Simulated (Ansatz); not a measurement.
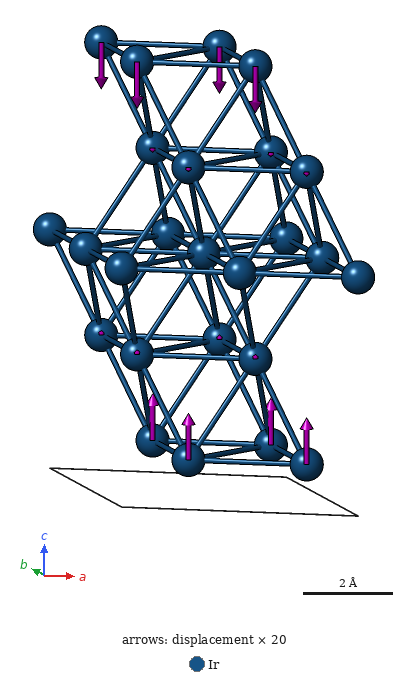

This is a relaxation of a slab of composition Ir (cut from the Fm-3m phase). The starting structure is drawn; purple arrows show the displacements, magnified 20 times.

Style: ball-and-stick. Shown: the 2 × 2 repeat of the cell, outlined in the plane, without the vacuum, slightly off an axis.

The slab is the (1 1 1) face of Ir.

Method: DFT PBE, scalar-relativistic, plane waves, PAW (Ansatz 0.2.0). Settings: plane-wave cutoff 420 eV; k-point mesh 15 × 15 × 1; occupations gaussian; smearing width 0.1 eV; no spin polarisation; dipole correction; atoms relaxed in a fixed cell; force threshold 0.02 eV/Å; at most 60 steps.

What happened in the run?

Answer. The energy falls by 25.1 meV per cell of the calculation in 2 accepted moves (3 points after the start). The largest force component goes from 0.48 to 0.0046 eV/Å. The line search rejected the trial step at point 1 of the run. The largest moves relative to the layer's centre, 0.054 Å, are those of Ir atoms. The cell doesn't change. Near-neighbour distances that change, for instance: Ir–Ir 2.737 → 2.698 Å, Ir–Ir 2.737 → 2.732 Å.
